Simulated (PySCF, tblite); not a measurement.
# C₆H₇B+ (doublet): geometry, infrared bands and EPR parameters

What infrared bands and EPR parameters should C₆H₇B+ (doublet) (`B[C+]1[CH][C@@H]2[C@@H]3[C@H]1[C@H]23`) show?

The runs use tblite 0.8.0 and PySCF 2.14.0, with density-fitted response routines of our own; the level of theory stands in each step. All values are computed, except where a source is named. Atoms are numbered from 0 throughout.

## (1) The molecule as given

14 atoms, charge 1, multiplicity 2; geometry from: force field or distance geometry start.

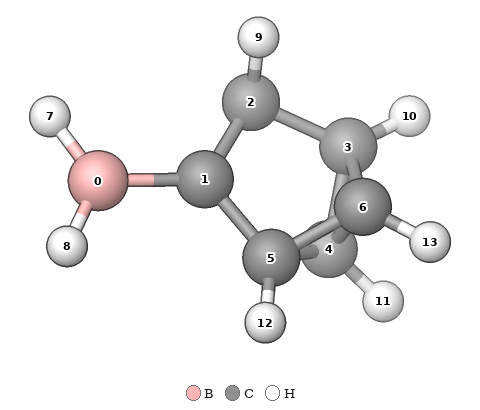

The starting geometry (boron pink, carbon grey, hydrogen white), atoms numbered.

## (2) Geometry optimisation with GFN2-xTB

Job settings and geometry (Å):

```
{"job": {"kind": "relax", "xc": "GFN2-xTB", "basis": "xTB"}, "charge": 1, "multiplicity": 2}
B      2.354100     0.125500     0.812700
C      0.847800    -0.055100     0.384000
C      0.097500    -1.381400     0.419700
C     -1.211600    -0.970500    -0.303100
C     -0.774100     0.090400    -1.262600
C      0.015600     0.949100    -0.321500
C     -1.365200     0.489100     0.041700
H      2.951800    -0.768400     1.289300
H      2.880800     1.169900     0.664300
H     -0.128400    -1.678400     1.469000
H     -2.112600    -1.595000    -0.508300
H     -1.460800     0.519200    -2.035100
H      0.181100     2.038400    -0.457500
H     -2.276500     1.066600    -0.214800
```

Run with:

```
$ OMP_NUM_THREADS=1 python probes_run.py task.json out
```

One launch serves the whole session: the jobs run in the order shown.

**Question.** This job is followed by: GFN2-xTB harmonic vibrations, gas phase; UKS B3LYP, pcH-1 on B C H, non-relativistic, mean-field spin-orbit, GIAO. Predict these results of the whole session: strongest single infrared mode (GFN2-xTB); zero-point energy (GFN2-xTB); g(iso) (B3LYP); ⟨S²⟩; largest a(iso) (averaged by class).

The runs gave:

```
                                 quantity                    value
strongest single infrared mode (GFN2-xTB)     918 cm⁻¹, 107 km/mol
             zero-point energy (GFN2-xTB)            65.0 kcal/mol
                           g(iso) (B3LYP)                  2.00256
                                     ⟨S²⟩       0.753 (exact 0.75)
       largest a(iso) (averaged by class)  13C on C4, C6, 90.4 MHz
```

Over 88 steps the energy fell by 2.897 eV; of the close pairs, C1–C2 changed most, 1.524 to 1.394 Å. No mode is imaginary among the 36: a minimum at this level. The strongest single mode, at 918 cm⁻¹, is spread over many atoms; the largest shares are those of C5, C3. GFN2-xTB is a fitted tight-binding method: band positions and strengths are rough. Its intensities can rank the bands wrongly. The largest spin populations lie on C2 (0.43 e), C1 (0.32 e). The isotropic g lies 0.2 ppt above the free-electron value.
